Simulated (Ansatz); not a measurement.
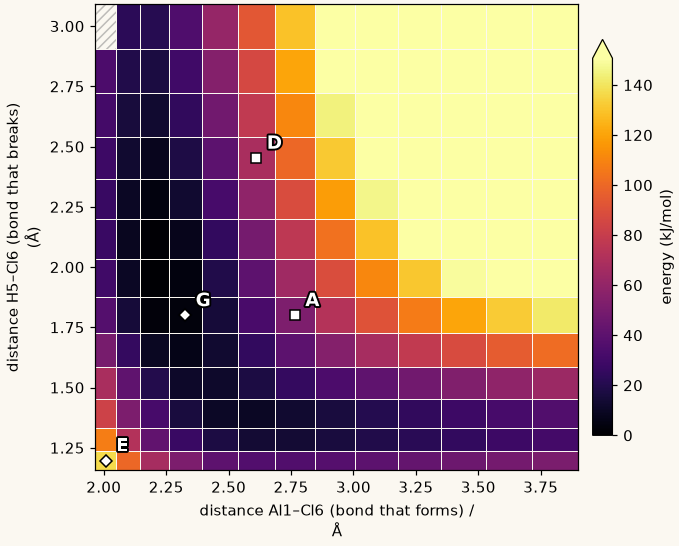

The reacting system AlClFH₃O₂ (fragments AlFH₂O₂ + ClH where the first distance is long, AlClFH₃O₂ where the second is long). 
- The first coordinate is: distance Al1–Cl6 (bond that forms); the second: distance H5–Cl6 (bond that breaks).
- Relaxed at each point: all other coordinates.
- Grid: 13 × 13 points. At 1 point there is no value.
- Points are written as (first, second).
- Energies are in kJ/mol, from the lowest grid point.
- Energies and slopes of some neighbouring points disagree (a jump in structure or state, or too coarse a mesh). The reference is spin-restricted, so regions where a bond is pulled apart into radicals lie too high.
- These are results of Ansatz, RKS PBE-D4/def2-SVP, not measurements.

In the figure: one coloured cell a grid point, one colour for all values above the top of the scale, hatched blanks where no value was computed, lettered points.

**Is E the lowest point of the computed grid?**

No. E lies 137 kJ/mol above the lowest grid point, which is at (2.199 Å, 1.954 Å).

**Rank the lettered points by energy, lowest first.**

G (3.5 kJ/mol), A (52 kJ/mol), D (69 kJ/mol), E (137 kJ/mol).
